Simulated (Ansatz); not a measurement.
Level of theory: PBE (plane waves to 420 eV, PAW; Ansatz, a first-principles code).

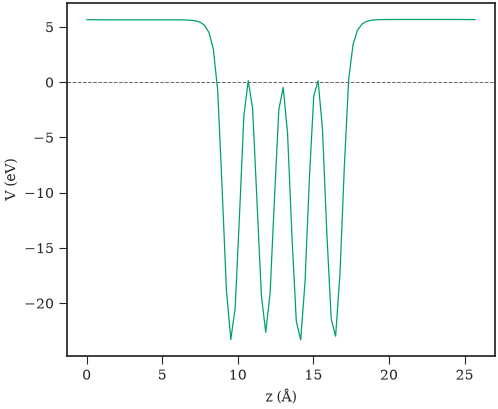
Figure. Electrostatic potential energy of an electron, averaged over planes parallel to the surface, in eV from the Fermi level, for Ni on a Pt site (middle of the slab) in a 3x3 cell of the 1x1 (111) surface of fcc Pt

Model: 36-atom slab, 6.9 Å thick at the start (thin: gaps and levels are the slab's own), 4x4x1 mesh, Fermi-Dirac 0.1 eV, dipole correction, 9 atoms held, the rest relaxed; held to the start's symmetry, so lower structures may exist; spin-polarised, no spin-orbit, no U.

The vacuum level lies 5.67 eV above the Fermi level over the top face and 5.64 eV above it under the bottom face.
